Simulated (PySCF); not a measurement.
C7H8ClOP (SMILES COc1cc(Cl)cc(C)p1)

Input file:

```
{"job": {"kind": "nmr", "xc": "PBE0", "basis": "pcSseg-1"}, "charge": 0, "multiplicity": 1}
C      2.934205     1.191386    -0.761867
O      2.532973    -0.055161    -0.254418
C      1.204113    -0.242471    -0.058225
C      0.860958    -1.491420     0.444963
C     -0.440963    -1.864393     0.710103
Cl    -0.716555    -3.454203     1.336338
C     -1.539944    -1.043073     0.505489
C     -1.439897     0.241210     0.011432
C     -2.696578     1.043997    -0.171200
P      0.052626     1.030866    -0.428965
H      2.490041     1.377584    -1.746370
H      2.643878     2.004379    -0.086569
H      4.018629     1.151699    -0.847080
H      1.667498    -2.185691     0.629435
H     -2.521185    -1.428907     0.745505
H     -2.471061     2.034788    -0.561086
H     -3.369873     0.541697    -0.865055
H     -3.217623     1.154029     0.779250
```

Command:

```sh
OMP_NUM_THREADS=1 python probes_run.py task.json out
```

Geometry: GFN2-xTB.

Computed with PBE0/pcSseg-1, SCF density, gas phase, non-relativistic (PySCF 2.14.0).

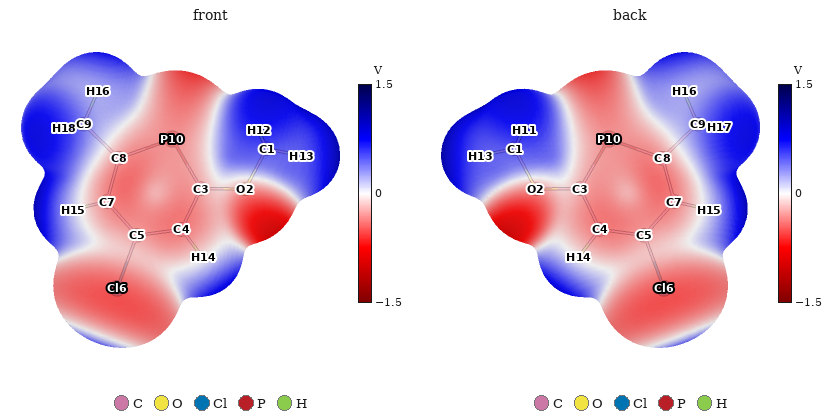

Figure 1. The molecular electrostatic potential painted on the density surface at 0.002 e/bohr³, seen from the front and from behind; the colour scale runs from red (negative) to blue (positive).

Question: Which sites attract a positive test charge, and which a negative one?

Answer: A positive charge is drawn to the negative regions and a negative charge to the positive ones. The most negative region (about −0.9 V) lies over O2, the most positive (about +1.0 V) over C1, H13 and H15. Cl6 shows a σ-hole: about +0.5 V at the tip opposite its bond, against about −0.4 V on its flanks.

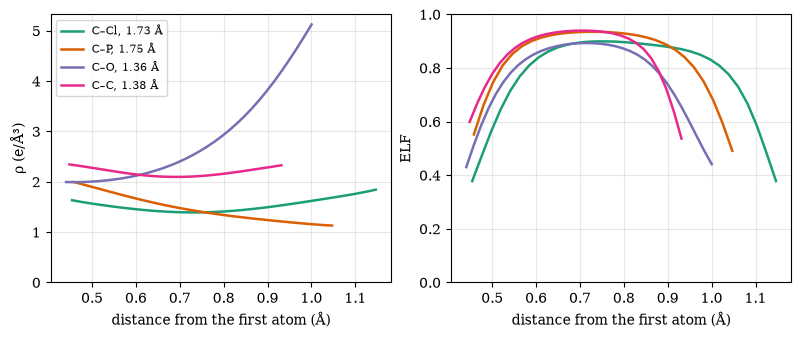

Figure 2. Total electron density and electron localisation function along straight lines between neighbouring atoms. The curves leave out the atomic cores.

Question: What kind of bonding do the profiles show?

Answer: C–Cl (1.73 Å): ρ at the midpoint is about 1.5 e/Å³; the ELF peaks at about 0.90 between the atoms: a shared electron pair.
C–P (1.75 Å): ρ is about 1.3 e/Å³ halfway; the ELF peaks at about 0.95 between the atoms: a covalent bond.
C–O (1.36 Å): ρ at the midpoint is about 2.3 e/Å³, with its minimum of 2 e/Å³ about 0.5 Å from C; the ELF peaks at about 0.90 between the atoms; a shared but strongly polarised pair.
C–C (1.38 Å): ρ is about 2.1 e/Å³ halfway; the ELF peaks at about 0.95 between the atoms: localised, covalent bonding.
